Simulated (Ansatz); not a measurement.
```xyz
4

C    -0.5611    0.0058    1.0007
B    -1.1253    1.2475    0.7775
Ga    0.8314    1.5492    0.5884
H    -0.4520   -1.0558    1.2155
```

Geometry: r2SCAN-D4/def2-SVP.

Method: isolated molecule in a Gaussian basis; Kohn-Sham density functional theory, functional PBE0 (Ansatz).

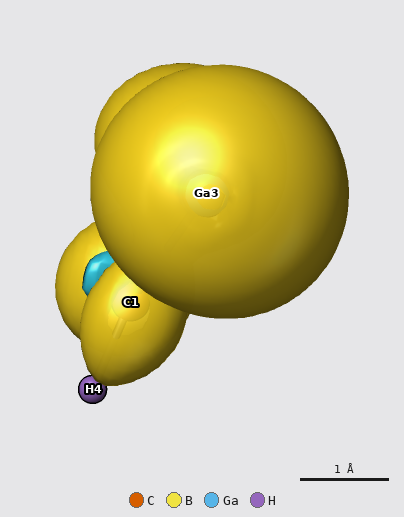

CHBGa (SMILES [B]1=[CH][Ga]1) (doublet). Isosurfaces of the spin density (α minus β) at +0.015 (yellow) and −0.015 e/Å³ (cyan), seen at an oblique angle.

Where is the unpaired spin?

The unpaired spin (1 electron) lies mostly on Ga3 (about 0.6), B2 (about 0.3) and C1 (about 0.1), in electrons by Hirshfeld's partition.
